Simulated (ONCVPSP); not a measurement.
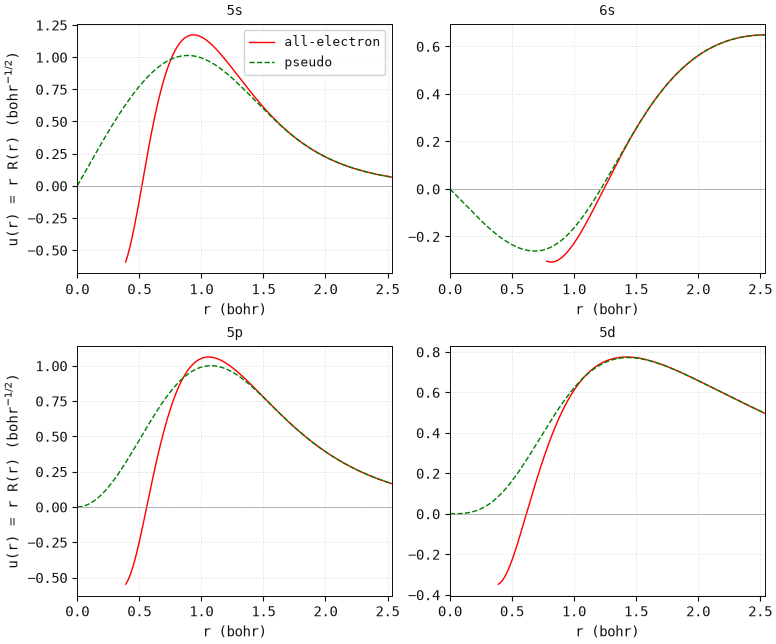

**Figure 1.** All-electron valence functions (solid) with their pseudo partners (dashed). The innermost oscillations of some all-electron curves aren't drawn. Reference configuration 4f14 5s2 5p6 5d5 6s2.

- Matching radii: 5s at 1.90 bohr; 6s at 1.90 bohr; 5p at 1.70 bohr; 5d at 1.95 bohr. The curves merge smoothly, so the plot gives these only roughly.
- Nodes of the pseudo-waves: 5s has no node; 6s has a node at about 1.2 bohr; 5p has no node; 5d has no node. A node in 6s is expected, since a lower shell of the same l is also in the valence and the two must stay orthogonal. The potential isn't sound: its ghost test gives GHOST(-) flagged for s at -1168.8 eV, p at -754.8 eV, d at -350.1 eV; GHOST(+) flagged for s at 3.9 eV.

## Run report: Re, pseudopotential generation

- system: rhenium (Re, Z = 75), core [Kr] 4d10, reference valence 4f14 5s2 5p6 5d5 6s2, valence charge 29.
- method: ONCV potential, LDA (Perdew-Wang 92), scalar-relativistic, made with ONCVPSP 4.0.1

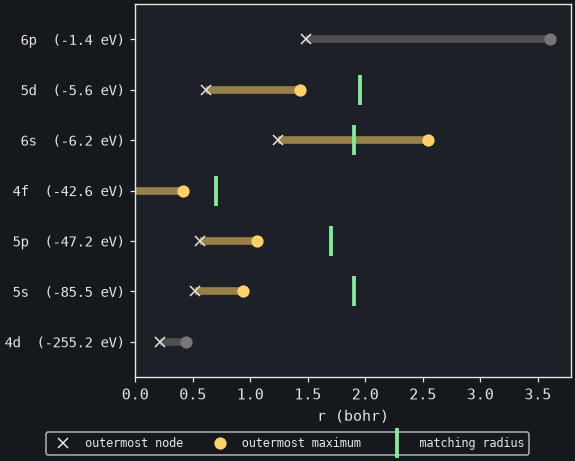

**Figure 2.** Outer shells of the all-electron reference atom: each bar runs from the outermost node (or the nucleus) to the outermost maximum of u(r); the tick is the radius chosen for the pseudo-wave. Shells without a tick have no pseudo-wave of their own. Levels, nodes and maxima are from ld1.x, scalar-relativistic.

- Radii against the shells: 5s: 1.90 bohr, outside the maximum; 5p: 1.70 bohr, outside the maximum; 4f: 0.70 bohr, outside the maximum; 6s: 1.90 bohr, between node and maximum; 5d: 1.95 bohr, outside the maximum.

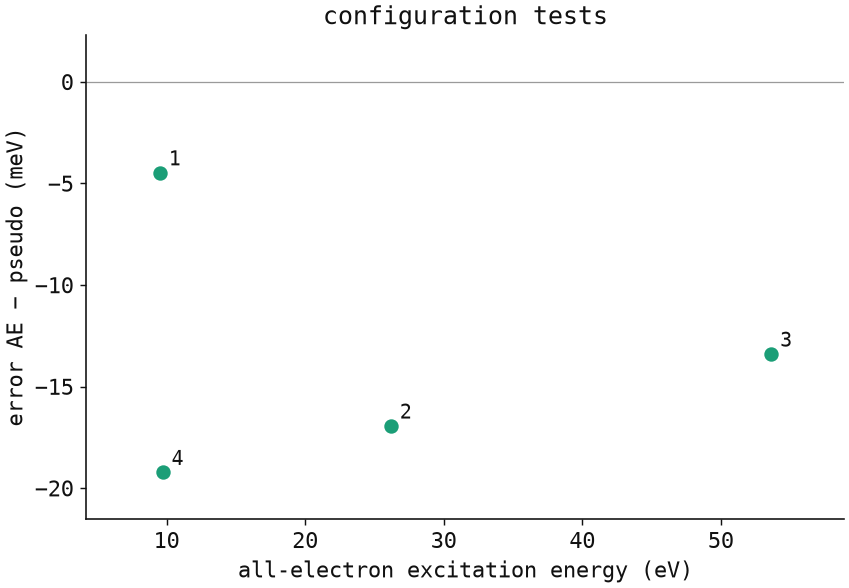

**Figure 3.** Errors, all-electron minus pseudo, of the energies of valence configurations relative to the unpolarised reference 4f14 5s2 5p6 5d5 6s2. Points: 1 = 4f14 5s2 5p6 5d5 6s1; 2 = 4f14 5s2 5p6 5d5 6s0; 3 = 4f14 5s2 5p6 5d4 6s0; 4 = 4f14 5s2 5p6 5d6 6s0.

- Worst configuration: 4f14 5s2 5p6 5d6 6s0 (charge +1): the error is -19 meV on an all-electron energy of +9.71 eV relative to the reference, or 0.2 %.
- Errors in meV: 4f14 5s2 5p6 5d5 6s1: -4.5; 4f14 5s2 5p6 5d5 6s0: -17; 4f14 5s2 5p6 5d4 6s0: -13; 4f14 5s2 5p6 5d6 6s0: -19.

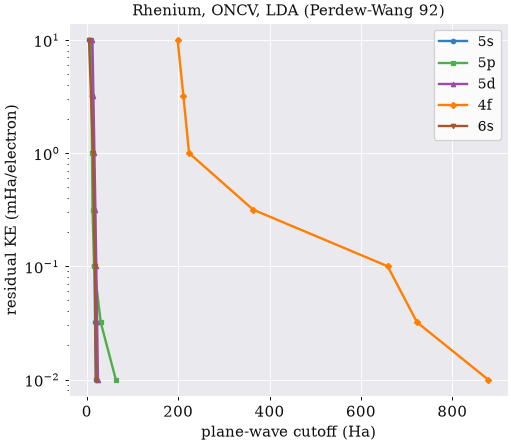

**Figure 4.** Residual kinetic energy of the pseudo-waves (the first of each channel, and further valence shells) beyond the plane-wave cutoff, as the generator prints it.

- Cutoffs for the occupied states: 224 Ha for 1 mHa and 658 Ha for 0.1 mHa per electron. The first is set by 4f.
- Hardest wave at 1 mHa per electron: 4f, with rc = 0.70 bohr and qcut = 21.3 1/bohr. The optimisation minimises, but can't always remove, the kinetic energy above qcut²/2 = 226.8 Ha, and a larger rc would as a rule soften the wave at some cost in transferability.
- Cutoffs for 1 mHa per electron: 4f: 224 Ha; 5d: 17 Ha; 6s: 14 Ha; 5s: 14 Ha; 5p: 11 Ha.

These pictures come from the run below.

Input file:
```
# ATOM AND REFERENCE CONFIGURATION
# atsym  z   nc   nv     iexc    psfile
  Re 75.00    9    5  -001012      upf
#
#   n    l    f
    1    0    2.00
    2    0    2.00
    2    1    6.00
    3    0    2.00
    3    1    6.00
    3    2   10.00
    4    0    2.00
    4    1    6.00
    4    2   10.00
    4    3   14.00
    5    0    2.00
    5    1    6.00
    5    2    5.00
    6    0    2.00
#
# PSEUDOPOTENTIAL AND OPTIMIZATION
# lmax
    3
#
#   l,   rc,      ep,       ncon, nbas, qcut
    0    1.90    0.00    4    9    6.50
    1    1.70    0.00    4    8    6.30
    2    1.95    0.00    4    9    9.10
    3    0.70    0.00    4    9   21.30
#
# LOCAL POTENTIAL
# lloc, lpopt,  rc(5),   dvloc0
    3    5    0.70    0.00
#
# VANDERBILT-KLEINMAN-BYLANDER PROJECTORs
# l, nproj, debl
    0    2    1.90
    1    1    3.10
    2    1    2.20
    3    0    3.60
#
# MODEL CORE CHARGE
# icmod, fcfact, rcfact
    2    0.20    1.10
#
# LOG DERIVATIVE ANALYSIS
# epsh1, epsh2, depsh
   -5.00    5.00    0.04
#
# OUTPUT GRID
# rlmax, drl
    6.00    0.01
#
# TEST CONFIGURATIONS
# ncnf
    4
# nvcnf
#   n    l    f
    5
    4    3   14.00
    5    0    2.00
    5    1    6.00
    5    2    5.00
    6    0    1.00
#
    5
    4    3   14.00
    5    0    2.00
    5    1    6.00
    5    2    5.00
    6    0    0.00
#
    5
    4    3   14.00
    5    0    2.00
    5    1    6.00
    5    2    4.00
    6    0    0.00
#
    5
    4    3   14.00
    5    0    2.00
    5    1    6.00
    5    2    6.00
    6    0    0.00
#
```

Run as:
```bash
oncvpsp.x < Re.dat > Re.out
```

Output (extracts):
```
ONCVPSP  (Optimized Norm-Conservinng Vanderbilt PSeudopotential)
scalar-relativistic version 4.0.1

#   n    l    f        energy (Ha)
    1    0    2.00    -2.6315399E+03
    2    0    2.00    -4.5630291E+02
    2    1    6.00    -3.9834090E+02
    3    0    2.00    -1.0562502E+02
    3    1    6.00    -8.8537637E+01
    3    2   10.00    -6.9139368E+01
    4    0    2.00    -2.2017521E+01
    4    1    6.00    -1.6410783E+01
    4    2   10.00    -9.3774643E+00
    4    3   14.00    -1.5652991E+00
    5    0    2.00    -3.1423673E+00
    5    1    6.00    -1.7349986E+00
    5    2    5.00    -2.0471244E-01
    6    0    2.00    -2.2617256E-01

Reference configufation results
  iterations    27
  all-electron total energy (Ha)   -1.66826024D+04

Begin loop to  construct optimized pseudo wave functions
and semi-local pseudopoentials for all angular momenta

Calculating optimized projector #   1

 for l=   0

    Fraction of norm inside rc  0.982702
    Optimizing pswf for qcut=   6.49 a_B^-1,  ecut=  21.06 Ha
    Residual kinetic energy error=  2.31D-06 Ha

    Energy error per electron        Cutoff
         Ha          eV             Ha
         0.01000     0.27211        5.77
         0.00100     0.02721       13.57
         0.00010     0.00272       16.84
         0.00001     0.00027       19.40

Calculating optimized projector #   2

 for l=   0

    Fraction of norm inside rc  0.115201
    Optimizing pswf for qcut=   6.49 a_B^-1,  ecut=  21.06 Ha
    Residual kinetic energy error=  7.22D-06 Ha

    Energy error per electron        Cutoff
         Ha          eV             Ha
         0.01000     0.27211        4.96
         0.00100     0.02721       13.63
         0.00010     0.00272       17.53
         0.00001     0.00027       20.60

Calculating optimized projector #   1

 for l=   1

    Fraction of norm inside rc  0.882041
    Optimizing pswf for qcut=   6.30 a_B^-1,  ecut=  19.82 Ha
    Residual kinetic energy error=  5.32D-05 Ha

    Energy error per electron        Cutoff
         Ha          eV             Ha
         0.01000     0.27211        9.22
         0.00100     0.02721       11.45
         0.00010     0.00272       16.00
         0.00001     0.00027       63.45

Calculating optimized projector #   1

 for l=   2

    Fraction of norm inside rc  0.597082
    Optimizing pswf for qcut=   9.11 a_B^-1,  ecut=  41.47 Ha
    Residual kinetic energy error=  1.49D-09 Ha

    Energy error per electron        Cutoff
         Ha          eV             Ha
         0.01000     0.27211       12.31
         0.00100     0.02721       16.67
         0.00010     0.00272       20.77
         0.00001     0.00027       24.49

Calculating optimized projector #   1

 for l=   3

    Fraction of norm inside rc  0.733002
    Optimizing pswf for qcut=  21.33 a_B^-1,  ecut= 227.44 Ha
    Residual kinetic energy error=  7.73D-04 Ha

    Energy error per electron        Cutoff
         Ha          eV             Ha
         0.01000     0.27211      198.73
         0.00100     0.02721      223.82
         0.00010     0.00272      658.49
         0.00001     0.00027      878.21

Construct Vanderbilt / Kleinmman-Bylander projectors

B matrix Hermiticity error, ll=   0
   1   2    4.2000E-04

  Orthonormal projector coefficients  5.3020E+01  1.7884E+00

Model core correction analysis
  based on d2Exc/dn_idn_j

d2excae - all-electron derivatives

   -2.559040D-02   -1.130552D-02   -8.141730D-03   -3.036996D-03
   -8.863354D-04
   -1.130543D-02   -2.591905D-02   -2.297905D-02   -1.113815D-02
   -1.923953D-03
   -8.141666D-03   -2.297906D-02   -2.292438D-02   -1.416681D-02
   -3.103195D-03
   -3.036982D-03   -1.113819D-02   -1.416682D-02   -1.654091D-02
   -1.155250D-02
   -8.863342D-04   -1.923948D-03   -3.103108D-03   -1.155108D-02
   -2.140155D-02

d2excps - pseudofunction derivatives with no core correction

   -5.005555D-02   -2.219532D-02   -1.228098D-02   -3.512788D-03
   -1.759018D-03
   -2.219542D-02   -2.519774D-02   -2.220022D-02   -1.088384D-02
   -1.998524D-03
   -1.228098D-02   -2.220016D-02   -2.360643D-02   -1.472008D-02
   -3.083998D-03
   -3.512786D-03   -1.088385D-02   -1.472010D-02   -1.693148D-02
   -1.154663D-02
   -1.759038D-03   -1.998532D-03   -3.083911D-03   -1.154521D-02
   -2.140761D-02

rms 2nd derivative error    5.916321E-03

amplitude prefactor, scale prefactor
    3.5426    1.3674

d2excps - pseudofunction derivatives with core correction

   -3.735611D-02   -1.722107D-02   -1.009177D-02   -3.095390D-03
   -1.340205D-03
   -1.722107D-02   -2.151120D-02   -2.021053D-02   -1.037741D-02
   -1.727123D-03
   -1.009173D-02   -2.021045D-02   -2.220284D-02   -1.432292D-02
   -2.959095D-03
   -3.095377D-03   -1.037739D-02   -1.432292D-02   -1.680677D-02
   -1.151852D-02
   -1.340209D-03   -1.727109D-03   -2.959005D-03   -1.151710D-02
   -2.138574D-02

rms 2nd derivative error    3.181967E-03

Pseudoatom total energy -411.032962

Diagnostic tests using Vanderbilt-Kleinman-Bylander pseudopotentials
  1 or more projectors used as specified by nproj input data

   l    rcore       rmatch      e in        delta e   norm test  slope test

   0   1.9040057   1.9618155  -3.1423673   0.0000013   1.0001805   1.0001589
   0   1.9040057   1.9618155  -0.2261726   0.0000013   1.0000675   1.0000652

   1   1.7096397   1.7615481  -1.7349986  -0.0000036   0.9999952   1.0000025

   2   1.9501148   2.0093245  -0.2047124  -0.0000007   1.0000002   1.0000063

   3   0.7011412   0.7224293  -1.5652991   0.0001244   1.0000224   0.9999437

 Testing for bound ghosts
   n   l    E NL Schr. Eq   E Basis Diag.   E Cutoff

       0                      -42.954353     97.08  WARNING - GHOST(-)
   1   0       -3.142366       -3.133277     97.08
   2   0       -0.226171       -0.204788     97.08

       1                      -27.738915     76.54  WARNING - GHOST(-)
   2   1       -1.735002       -1.731181     76.54

       2                      -12.867089     90.53  WARNING - GHOST(-)
   3   2       -0.204713       -0.201405     90.53

 Testing for highly-localized positive-energy ghosts
       l    <radius>/rc     E Basis Diag.   E Cutoff

       0        0.232669        0.143748     97.08  WARNING - GHOST(+)

Test configuration 0

   n   l     f        eae           eps        diff
   1   0  2.0000-2631.53986950
   2   0  2.0000 -456.30290666
   2   1  6.0000 -398.34090287
   3   0  2.0000 -105.62502187
   3   1  6.0000  -88.53763731
   3   2 10.0000  -69.13936843
   4   0  2.0000  -22.01752070
   4   1  6.0000  -16.41078322
   4   2 10.0000   -9.37746428
   4   3 14.0000   -1.56529910   -1.56517471    1.24D-04
   5   0  2.0000   -3.14236727   -3.14236595    1.33D-06
   5   1  6.0000   -1.73499862   -1.73500224   -3.62D-06
   5   2  5.0000   -0.20471244   -0.20471314   -6.99D-07
   6   0  2.0000   -0.22617256   -0.22617125    1.31D-06

    Total energies and differences
      AE_ref= -1.66826024D+04  AE_tst= -1.66826024D+04  dif=  0.00D+00
      PS_ref= -4.11032962D+02  PS_tst= -4.11032962D+02  dif= -5.12D-13
      PSP excitation error=  5.12D-13

Test configuration 1

   n   l     f        eae           eps        diff
   1   0  2.0000-2631.82983985
   2   0  2.0000 -456.59081966
   2   1  6.0000 -398.62888539
   3   0  2.0000 -105.91323188
   3   1  6.0000  -88.82584800
   3   2 10.0000  -69.42741595
   4   0  2.0000  -22.30585992
   4   1  6.0000  -16.69910174
   4   2 10.0000   -9.66569605
   4   3 14.0000   -1.85350065   -1.85621346   -2.71D-03
   5   0  2.0000   -3.43071725   -3.43151755   -8.00D-04
   5   1  6.0000   -2.02387899   -2.02392141   -4.24D-05
   5   2  5.0000   -0.48535890   -0.48521493    1.44D-04
   6   0  1.0000   -0.47751631   -0.47762734   -1.11D-04

    Total energies and differences
      AE_ref= -1.66826024D+04  AE_tst= -1.66822530D+04  dif=  3.49D-01
      PS_ref= -4.11032962D+02  PS_tst= -4.10683384D+02  dif=  3.50D-01
      PSP excitation error= -1.64D-04

Test configuration 2

   n   l     f        eae           eps        diff
   1   0  2.0000-2632.16025490
   2   0  2.0000 -456.91843432
   2   1  6.0000 -398.95660407
   3   0  2.0000 -106.24090346
   3   1  6.0000  -89.15352223
   3   2 10.0000  -69.75492045
   4   0  2.0000  -22.63359971
   4   1  6.0000  -17.02681181
   4   2 10.0000   -9.99328217
   4   3 14.0000   -2.18090058   -2.18833159   -7.43D-03
   5   0  2.0000   -3.75745184   -3.75979850   -2.35D-03
   5   1  6.0000   -2.35028349   -2.35063644   -3.53D-04
   5   2  5.0000   -0.79843369   -0.79822372    2.10D-04

    Total energies and differences
      AE_ref= -1.66826024D+04  AE_tst= -1.66816403D+04  dif=  9.62D-01
      PS_ref= -4.11032962D+02  PS_tst= -4.10070259D+02  dif=  9.63D-01
      PSP excitation error= -6.22D-04

Test configuration 3

   n   l     f        eae           eps        diff
   1   0  2.0000-2632.65346395
   2   0  2.0000 -457.41342268
   2   1  6.0000 -399.45159152
   3   0  2.0000 -106.73304269
   3   1  6.0000  -89.64567313
   3   2 10.0000  -70.24760405
   4   0  2.0000  -23.12502419
   4   1  6.0000  -17.51826933
   4   2 10.0000  -10.48479333
   4   3 14.0000   -2.67128374   -2.67404554   -2.76D-03
   5   0  2.0000   -4.24066860   -4.24160399   -9.35D-04
   5   1  6.0000   -2.82373108   -2.82345905    2.72D-04
   5   2  4.0000   -1.22681598   -1.22641206    4.04D-04

    Total energies and differences
      AE_ref= -1.66826024D+04  AE_tst= -1.66806317D+04  dif=  1.97D+00
      PS_ref= -4.11032962D+02  PS_tst= -4.09061783D+02  dif=  1.97D+00
      PSP excitation error= -4.92D-04

Test configuration 4

   n   l     f        eae           eps        diff
   1   0  2.0000-2631.73579953
   2   0  2.0000 -456.49270983
   2   1  6.0000 -398.53091533
   3   0  2.0000 -105.81639090
   3   1  6.0000  -88.72900651
   3   2 10.0000  -69.33014643
   4   0  2.0000  -22.20918054
   4   1  6.0000  -16.60233782
   4   2 10.0000   -9.56872214
   4   3 14.0000   -1.75681739   -1.76695670   -1.01D-02
   5   0  2.0000   -3.33659422   -3.34003082   -3.44D-03
   5   1  6.0000   -1.93553254   -1.93637451   -8.42D-04
   5   2  6.0000   -0.42214688   -0.42208223    6.46D-05

    Total energies and differences
      AE_ref= -1.66826024D+04  AE_tst= -1.66822457D+04  dif=  3.57D-01
      PS_ref= -4.11032962D+02  PS_tst= -4.10675511D+02  dif=  3.57D-01
      PSP excitation error= -7.06D-04
```

Key numbers:

- outcome: generated, with a ghost state
- cutoffs needed: 224 Ha and 658 Ha (the cutoffs at which the residual kinetic energy of the hardest occupied pseudo-wave falls to 1 and 0.1 mHa per electron)
- ghost test: GHOST(-) flagged for s at -1168.8 eV, p at -754.8 eV, d at -350.1 eV; GHOST(+) flagged for s at 3.9 eV
- largest excitation error: -19 meV (all-electron minus pseudo) for 4f14 5s2 5p6 5d6 6s0, out of 4 test configurations
- rms error of d²Exc/dni dnj: 5.92 mHa without and 3.18 mHa with the model core
- range over which the phases arctan(r R′/R) at the test radius agree within 0.05 rad (a looser test near the poles than one of phase shifts): s: up to about 0.1 Ha; p: up to about 0.4 Ha; d: up to about 2.3 Ha; f: between about -4.2 and 4.9 Ha
- hardware: 1 CPU thread, shared host
- wall time: 3.5 s

Notes:

The potential has a bound ghost state, so it can't be used as it stands.
